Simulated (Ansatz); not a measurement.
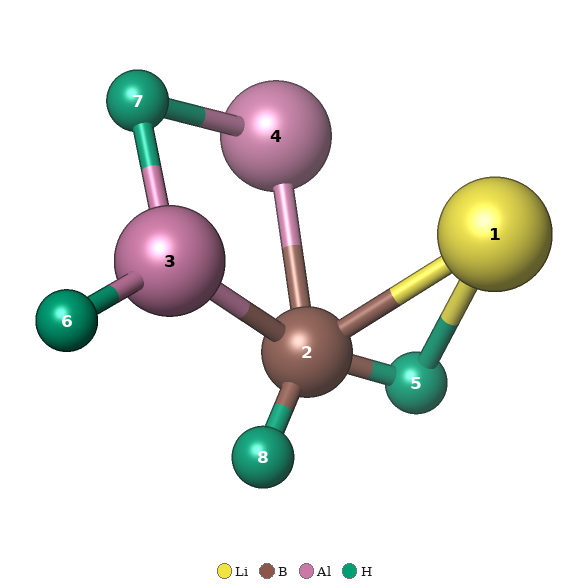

Computed geometry: PBE-D4/def2-SVP optimisation. No frequency run is at hand to confirm it as a minimum.

Give the bond lengths.

| bond | length (Å) |
| --- | --- |
| Li1–B2 | 2.203 |
| Li1–H5 | 1.996 |
| B2–Al3 | 2.001 |
| B2–Al4 | 2.221 |
| B2–H5 | 1.229 |
| B2–H8 | 1.247 |
| Al3–H6 | 1.593 |
| Al3–H7 | 1.713 |
| Al4–H7 | 1.881 |
